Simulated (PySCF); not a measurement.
System (SMILES): ClCCl.
Geometry (B3LYP-D3(BJ)/def2-TZVP, fixed):
```
C
H 1 1.0832
H 1 1.0832 2 111.91
Cl 1 1.7804 2 108.02 3 118.77
Cl 1 1.7804 2 108.02 3 -118.77
```

Basis-set convergence of the mean static polarisability at PBE0 with PySCF. All functions are spherical. Density fitting with generated auxiliary sets. In sets without p functions on hydrogen, species with hydrogen take exact integrals. No added dispersion term, no relativity. Reference: the value in aug-pcseg-2, 43.50 bohr³, itself unsure by roughly 0.1 % (its distance from aug-cc-pV(T+d)Z). Deviations are taken from unrounded values. Cost is core time over that of 6-31G**, rough, on shared machines of one kind; a dash marks a row that isn't timed (too short, read off another run, short of memory, by another algorithm or on other hardware).

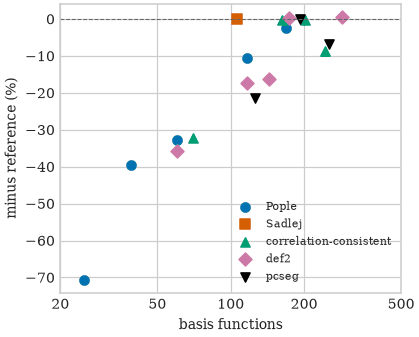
Deviation from the reference against the number of basis functions, by family of sets.

```csv
basis,functions,mean static polarisability (bohr³),minus reference (%),cost
STO-3G,25,12.78,-70.6,-
6-31G,39,26.30,-39.5,-
6-31G**,60,29.29,-32.7,1×
def2-SVP,60,27.96,-35.7,1×
cc-pV(D+d)Z,70,29.47,-32.3,1×
Sadlej pVTZ,106,43.51,0.0,2×
"6-311++G(2d,2p)",117,38.88,-10.6,2×
def2-TZVP,117,35.96,-17.3,3×
pcseg-2,126,34.24,-21.3,3×
def2-TZVPP,143,36.38,-16.4,4×
jun-cc-pV(T+d)Z,163,43.35,-0.3,4×
"6-311++G(3df,3pd)",169,42.46,-2.4,5×
def2-TZVPPD,173,43.59,0.2,5×
aug-pcseg-2,192,43.50,0.0,6×
aug-cc-pV(T+d)Z,202,43.44,-0.1,8×
cc-pV(Q+d)Z,243,39.70,-8.7,10×
pcseg-3,254,40.57,-6.7,10×
def2-QZVPPD,287,43.76,0.6,30×
```
